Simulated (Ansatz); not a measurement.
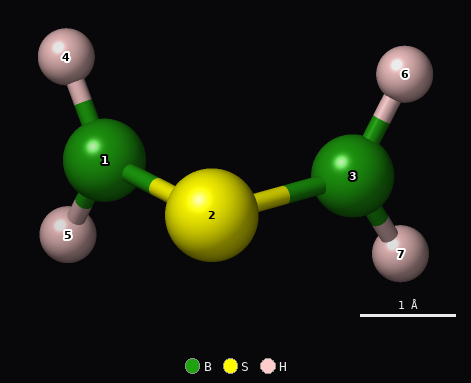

**Figure 1.** The starting structure (ball-and-stick view, seen at a tilt; atoms are numbered from 1 in the order of the input).

**Run report: B2H4S, geometry relaxation**

- system: B2H4S, SMILES BSB
- method: RKS CAM-B3LYP-D4/def2-SVP (Ansatz 0.2.0)

It belongs to a series of runs on one base structure; here: end point B relaxed. Figures and captions count atoms from 1; the log counts them from 0 in places.

**Output**
```
The last accepted step is kept in [file] (removed where the run ends without a failure and the disk answers)
Engine: ansatz 0.2.0, aarch64-unknown-linux-gnu
Functional definition: CAM-B3LYP
  parameter alpha = 0.19
  parameter beta = 0.46
  parameter omega = 0.33/bohr
  parameter ac = 0.81
  exchange = (1 - alpha - beta)*b88_x + beta*b88_x_sr(omega) + alpha*exact_x + beta*exact_x_lr(omega)
  correlation = (1 - ac)*vwn5_c + ac*lyp_c
719 factors; integrals over basis functions are off by at most 4.0e-4 eV
239 factors; integrals over basis functions are off by at most 1.3e-6 eV
mean field evaluation 1: about -12246.3190 eV, gradient 9.5e0 eV
mean field evaluation 2: about -12246.6337 eV, gradient 2.7e0 eV
mean field evaluation 4: about -12246.6576 eV, gradient 1.8e-1 eV
mean field evaluation 8: about -12246.6538 eV, gradient 5.3e-3 eV
mean field evaluation 16: about -12246.6538 eV, gradient 2.0e-5 eV
mean field -12246.65376913 eV, -450.0562249353 hartree, gradient 2.0e-5 eV, S^2 0.000000; 0 other end points of the search recorded, 0 dependent functions left out
the calculation of the forces begins
reference -12246.65388364 eV, -450.0562291436 hartree; 15, 15 occupied and 51, 51 virtual orbitals, 719 factors
relax step   1: F+E_penalty+E_count = -12246.74917793 eV  Δ(F+E_penalty+E_count) = +0.000e0 eV  max|allowed force component| = 1.495e0 eV/Å  Δτ_max = 0.0000 Å  (26 SCF iters, accepted)
these checks for a lower state are left out or cut short: starts, cluster_reference, orbital_swaps, neighbouring_geometries, increment
719 factors; integrals over basis functions are off by at most 3.8e-4 eV
239 factors; integrals over basis functions are off by at most 1.3e-6 eV
mean field -12246.71874959 eV, -450.0586129233 hartree, gradient 2.0e-5 eV, S^2 0.000000; 0 other end points of the search recorded, 0 dependent functions left out
[... from here on the field's lines of each further geometry are left out, up to the last ...]
relax step   2: F+E_penalty+E_count = -12246.81405104 eV  Δ(F+E_penalty+E_count) = -6.487e-2 eV  max|allowed force component| = 5.239e-1 eV/Å  Δτ_max = 0.0572 Å  (31 SCF iters, accepted)
relax step   3: F+E_penalty+E_count = -12246.94601093 eV  Δ(F+E_penalty+E_count) = -1.320e-1 eV  max|allowed force component| = 5.940e-1 eV/Å  Δτ_max = 0.1494 Å  (31 SCF iters, accepted)
relax step   4: F+E_penalty+E_count = -12247.15359012 eV  Δ(F+E_penalty+E_count) = -2.076e-1 eV  max|allowed force component| = 8.787e-1 eV/Å  Δτ_max = 0.1455 Å  (29 SCF iters, accepted)
relax step   5: F+E_penalty+E_count = -12247.44659498 eV  Δ(F+E_penalty+E_count) = -2.930e-1 eV  max|allowed force component| = 1.350e0 eV/Å  Δτ_max = 0.1951 Å  (28 SCF iters, accepted)
relax step   6: F+E_penalty+E_count = -12247.71925466 eV  Δ(F+E_penalty+E_count) = -2.727e-1 eV  max|allowed force component| = 1.038e0 eV/Å  Δτ_max = 0.1999 Å  (29 SCF iters, accepted)
relax step   7: F+E_penalty+E_count = -12247.89810699 eV  Δ(F+E_penalty+E_count) = -1.789e-1 eV  max|allowed force component| = 4.087e-1 eV/Å  Δτ_max = 0.1957 Å  (26 SCF iters, accepted)
relax step   8: F+E_penalty+E_count = -12247.99029333 eV  Δ(F+E_penalty+E_count) = -9.219e-2 eV  max|allowed force component| = 2.222e-1 eV/Å  Δτ_max = 0.2000 Å  (27 SCF iters, accepted)
relax step   9: F+E_penalty+E_count = -12248.02170248 eV  Δ(F+E_penalty+E_count) = -3.141e-2 eV  max|allowed force component| = 1.496e-1 eV/Å  Δτ_max = 0.2000 Å  (27 SCF iters, accepted)
relax step  10: F+E_penalty+E_count = -12248.02753549 eV  Δ(F+E_penalty+E_count) = -5.833e-3 eV  max|allowed force component| = 5.856e-2 eV/Å  Δτ_max = 0.0527 Å  (24 SCF iters, accepted)
the calculation of the forces begins
reference -12247.93352917 eV, -450.1032552495 hartree; 15, 15 occupied and 51, 51 virtual orbitals, 719 factors
relax step  11: F+E_penalty+E_count = -12248.02777531 eV  Δ(F+E_penalty+E_count) = -2.398e-4 eV  max|allowed force component| = 1.134e-2 eV/Å  Δτ_max = 0.0088 Å  (23 SCF iters, accepted)
719 factors; integrals over basis functions are off by at most 2.8e-4 eV
239 factors; integrals over basis functions are off by at most 2.0e-6 eV
mean field evaluation 96: about -12247.9334 eV, gradient 4.4e-4 eV
```

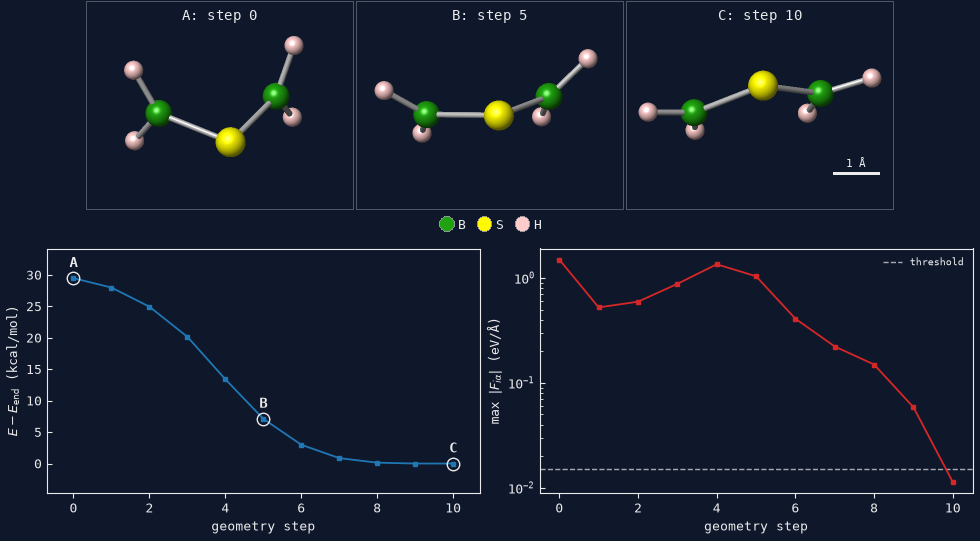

**Figure 2.** Frames of the relaxation (ball-and-stick view, seen at a tilt) above the curves, on which the letters mark them (the first geometry is step 0 here and step 1 in the log).

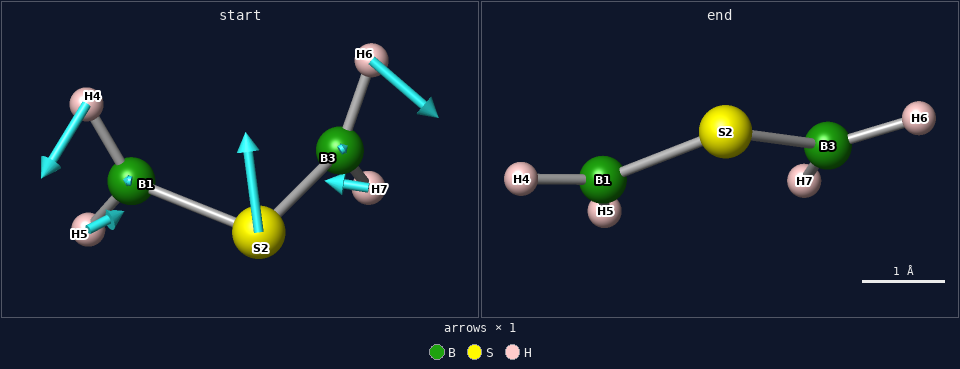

**Figure 3.** Before (left) and after (right) the relaxation, at one scale (ball-and-stick view, seen at a tilt). The teal arrows give the displacements, at true length. After 10 geometry steps the energy has fallen by 29.5 kcal/mol. Largest force component: 1.5 eV/Å at the start, 0.011 eV/Å at the end. The atom that moves furthest after the best rigid fit is S2 (1.25 Å). By element the largest moves are S 1.25 Å, H 1.10 Å, B 0.12 Å. Among the contacts that change: S2–B3 1.862 → 1.800 Å, B1–H4 1.163 → 1.201 Å, B1–H5 1.237 → 1.200 Å, B1–S2 1.835 → 1.800 Å. Among the angles that change: B1–S2–B3 90.8° → 103.9°, S2–B1–H4 123.0° → 117.0°, H4–B1–H5 116.8° → 122.6°. (Atoms are counted from 1 in the order of the input.)

```
mean field -12247.93341695 eV, -450.1032511253 hartree, gradient 8.3e-6 eV, S^2 0.000000; 1 other end points of the search recorded, 0 dependent functions left out
the calculation of the forces begins
reference -12247.93352917 eV, -450.1032552495 hartree; 15, 15 occupied and 51, 51 virtual orbitals, 719 factors
Total energy: -12248.02788753 eV, -450.1067228553 hartree
Atom 0 at    -1.235792    -0.132405    -0.569860 Å, force     0.001244     0.002638     0.009878 eV/Å
Atom 1 at    -0.839156    -1.615077     0.370111 Å, force     0.007448    -0.006615    -0.001225 eV/Å
Atom 2 at    -2.030148    -1.603386     1.719464 Å, force    -0.005773    -0.000880    -0.011342 eV/Å
Atom 3 at    -0.567023     0.093013    -1.541960 Å, force    -0.000753    -0.004475    -0.000989 eV/Å
Atom 4 at    -2.131859     0.585575    -0.221236 Å, force    -0.003394     0.005972    -0.005038 eV/Å
Atom 5 at    -1.974813    -2.511308     2.504072 Å, force     0.004806     0.001337     0.001353 eV/Å
Atom 6 at    -2.836369    -0.719193     1.809959 Å, force    -0.003578     0.002021     0.007364 eV/Å
Dipole moment:    -0.058152     0.054833     0.015094 e Å
```

**Trajectory as extended XYZ (Å, eV, eV/Å), 11 frames, from step=1 to step=11**
```
7
Properties=species:S:1:pos:R:3:forces:R:3 step=1 energy=-12246.74918
B    -1.2223   -0.1735   -0.4721   -0.4778   1.4948   0.6193
S    -0.4039   -0.7185    1.0769   -0.4513  -0.3229   0.0168
B    -1.9815   -1.5203    1.6574    0.0656   0.0427   0.3409
H    -1.2077   -0.8020   -1.4503    0.1877  -0.7539  -0.8126
H    -1.8079    0.9151   -0.5177    0.3235  -0.5981   0.1693
H    -2.2060   -2.6843    1.4409    0.1623   0.0258  -0.1374
H    -2.7859   -0.9192    2.3354    0.1900   0.1116  -0.1963
7
Properties=species:S:1:pos:R:3:forces:R:3 step=2 energy=-12246.81405
B    -1.2404   -0.1571   -0.4773   -0.2238   0.5239   0.1911
S    -0.4255   -0.7509    1.0573   -0.0431  -0.4090   0.0415
B    -1.9694   -1.5385    1.7082   -0.2174   0.3811  -0.3187
H    -1.1660   -0.7984   -1.4814    0.1647  -0.1086  -0.1943
H    -1.8313    0.9035   -0.4798    0.0109  -0.2590   0.0508
H    -2.1989   -2.6906    1.4385    0.1610  -0.0231   0.2487
H    -2.7837   -0.8708    2.3051    0.1476  -0.1053  -0.0191
7
Properties=species:S:1:pos:R:3:forces:R:3 step=3 energy=-12246.94601
B    -1.2518   -0.1274   -0.5010    0.2126  -0.2158   0.0013
S    -0.4525   -0.8532    0.9922   -0.0269  -0.5940  -0.3285
B    -1.9902   -1.5487    1.7371   -0.1501   0.5644  -0.3610
H    -1.0644   -0.7190   -1.5570    0.1054   0.4606   0.3721
H    -1.8813    0.8907   -0.4354   -0.3183  -0.0860   0.0289
H    -2.1838   -2.7268    1.5540    0.1243   0.0643   0.4632
H    -2.7911   -0.8183    2.2807    0.0530  -0.1934  -0.1760
7
Properties=species:S:1:pos:R:3:forces:R:3 step=4 energy=-12247.15359
B    -1.2540   -0.1075   -0.4989    0.5887  -0.8787  -0.0985
S    -0.4482   -0.9795    0.9202   -0.3685  -0.4196  -0.5495
B    -1.9939   -1.5447    1.7485   -0.0477   0.8146  -0.5216
H    -0.9834   -0.6372   -1.6003   -0.0644   0.8432   0.8218
H    -1.9680    0.8367   -0.3467   -0.3479  -0.0285   0.0035
H    -2.1687   -2.7355    1.6581    0.0322   0.0977   0.6101
H    -2.7990   -0.7350    2.1896    0.2076  -0.4287  -0.2658
7
Properties=species:S:1:pos:R:3:forces:R:3 step=5 energy=-12247.44659
B    -1.2490   -0.1130   -0.4854    0.5924  -0.6855  -0.0513
S    -0.4225   -1.1450    0.8200   -1.3495   0.2474  -0.4221
B    -1.9954   -1.5193    1.7275    0.3692  -0.0855  -0.4867
H    -0.9057   -0.4872   -1.6275   -0.2200   0.7042   0.8463
H    -2.0674    0.7616   -0.2526    0.2015  -0.4761  -0.0295
H    -2.1601   -2.7343    1.8367    0.0042   0.7054   0.4261
H    -2.8151   -0.6656    2.0519    0.4022  -0.4098  -0.2827
7
Properties=species:S:1:pos:R:3:forces:R:3 step=6 energy=-12247.71925
B    -1.2307   -0.1246   -0.5008    0.1755  -0.2190   0.1650
S    -0.4710   -1.2503    0.7333   -1.0377   0.1976  -0.2731
B    -1.9942   -1.5411    1.7153    0.1936   0.1199  -0.2271
H    -0.8565   -0.3150   -1.6446    0.0046   0.2813   0.3624
H    -2.0872    0.6962   -0.2220    0.2293  -0.3984  -0.0009
H    -2.1611   -2.7001    2.0337    0.0763   0.3281   0.2093
H    -2.8146   -0.6678    1.9556    0.3584  -0.3095  -0.2356
7
Properties=species:S:1:pos:R:3:forces:R:3 step=7 energy=-12247.89811
B    -1.2242   -0.1243   -0.5168    0.0887  -0.1414  -0.1185
S    -0.5646   -1.3667    0.6249   -0.4087   0.0395  -0.1401
B    -1.9978   -1.5649    1.7133   -0.1081   0.1236  -0.0207
H    -0.7795   -0.1545   -1.6468   -0.0015   0.1574   0.3224
H    -2.1076    0.6277   -0.1870    0.0877  -0.1215  -0.0186
H    -2.1364   -2.6539    2.2222    0.0928   0.2408   0.0707
H    -2.8052   -0.6661    1.8607    0.2491  -0.2983  -0.0951
7
Properties=species:S:1:pos:R:3:forces:R:3 step=8 energy=-12247.99029
B    -1.2274   -0.1296   -0.5384    0.1043  -0.0601  -0.1450
S    -0.6721   -1.4891    0.5090   -0.2222   0.0461  -0.0452
B    -2.0110   -1.5821    1.7141   -0.0058  -0.0496   0.0255
H    -0.6920   -0.0183   -1.6155   -0.0041   0.0545   0.1722
H    -2.1197    0.5914   -0.1838    0.0110  -0.0193  -0.0075
H    -2.0808   -2.5873    2.3756    0.0540   0.1153   0.0185
H    -2.8120   -0.6878    1.8097    0.0627  -0.0868  -0.0186
7
Properties=species:S:1:pos:R:3:forces:R:3 step=9 energy=-12248.02170
B    -1.2274   -0.1213   -0.5821   -0.0891   0.0202   0.0977
S    -0.8211   -1.5717    0.4042    0.1188  -0.1496  -0.0528
B    -2.0319   -1.6109    1.7364   -0.0487   0.1093  -0.0680
H    -0.5790    0.0726   -1.5774   -0.0073  -0.0298   0.0738
H    -2.1205    0.6038   -0.2383   -0.0013   0.0153  -0.0312
H    -1.9952   -2.5471    2.4917    0.0406   0.0531  -0.0428
H    -2.8400   -0.7282    1.8361   -0.0131  -0.0184   0.0233
7
Properties=species:S:1:pos:R:3:forces:R:3 step=10 energy=-12248.02753
B    -1.2348   -0.1319   -0.5678    0.0195  -0.0175  -0.0165
S    -0.8312   -1.6136    0.3738   -0.0586   0.0488   0.0117
B    -2.0304   -1.6036    1.7180    0.0224  -0.0185   0.0061
H    -0.5726    0.0900   -1.5455    0.0088  -0.0062   0.0060
H    -2.1294    0.5900   -0.2231   -0.0051  -0.0107   0.0170
H    -1.9780   -2.5121    2.5023    0.0084  -0.0045  -0.0063
H    -2.8387   -0.7216    1.8128    0.0045   0.0086  -0.0180
7
Properties=species:S:1:pos:R:3:forces:R:3 step=11 energy=-12248.02778
B    -1.2358   -0.1324   -0.5699    0.0012   0.0026   0.0099
S    -0.8392   -1.6151    0.3701    0.0074  -0.0066  -0.0012
B    -2.0301   -1.6034    1.7195   -0.0058  -0.0009  -0.0113
H    -0.5670    0.0930   -1.5420   -0.0008  -0.0045  -0.0010
H    -2.1319    0.5856   -0.2212   -0.0034   0.0060  -0.0050
H    -1.9748   -2.5113    2.5041    0.0048   0.0013   0.0014
H    -2.8364   -0.7192    1.8100   -0.0036   0.0020   0.0074
```

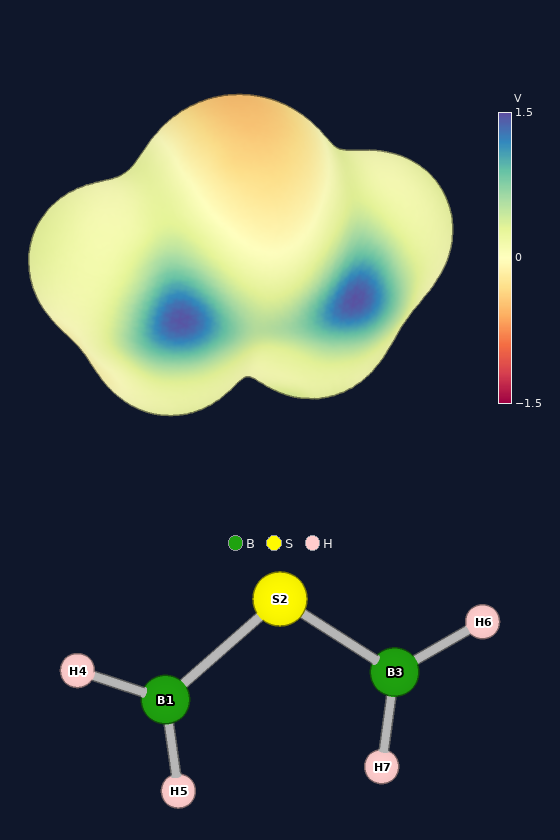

**Figure 4.** The molecular electrostatic potential painted on the density surface at 0.002 e/bohr³, seen at a tilt; red is negative and blue positive. The bare structure is drawn below in the same view.

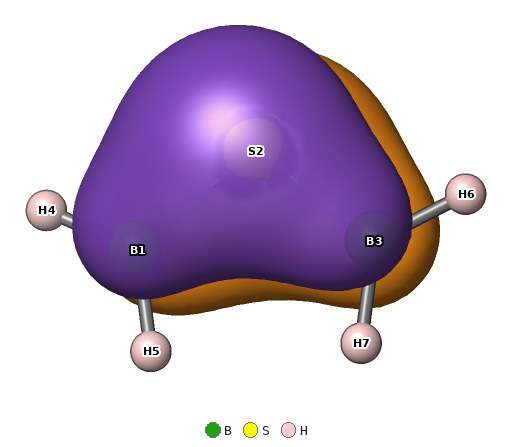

**Figure 5.** The HOMO−1 at ±0.08 Å⁻³ᐟ² (orange and purple are the two phases), seen at a tilt. Its energy is −10.14 eV.

This output came from the following input.

**Input**
```yaml
crystal:
  periodic: [false, false, false]
  atoms:
    - { symbol: B, position_ang: [-1.2223, -0.1735, -0.4721] }
    - { symbol: S, position_ang: [-0.4039, -0.7185, 1.0769] }
    - { symbol: B, position_ang: [-1.98147, -1.5203, 1.6574] }
    - { symbol: H, position_ang: [-1.2077, -0.802, -1.4503] }
    - { symbol: H, position_ang: [-1.8079, 0.9151, -0.5177] }
    - { symbol: H, position_ang: [-2.20601, -2.68434, 1.44092] }
    - { symbol: H, position_ang: [-2.78588, -0.91924, 2.33543] }
basis:
  gaussian: { orbitals: def2-SVP }
hamiltonian:
  xc: cam_b3lyp
  dispersion: d4
relax:
  f_tol: 0.015
  max_steps: 40
output:
  orbitals: {}
```

Command:
```bash
ansatz run input.yaml --threads 1 --pin off --max-ram 2048MiB --backend cpu --events-out ev --progress --plain --runs-dir out
```

**Results in brief**

```json
{"quantity": "outcome", "value": "converged"}
{"quantity": "total energy", "value": "−12248.0279 eV"}
{"quantity": "mean-field energy", "value": "−12247.9335 eV"}
{"quantity": "largest force (length of the vector) at the end", "value": "0.013 eV/Å"}
{"quantity": "hardware", "value": "1 thread of Arm Neoverse V2, 24 GiB of memory available, shared host"}
{"quantity": "wall time", "value": "19 s"}
{"quantity": "peak memory", "value": "0.13 GiB"}
```
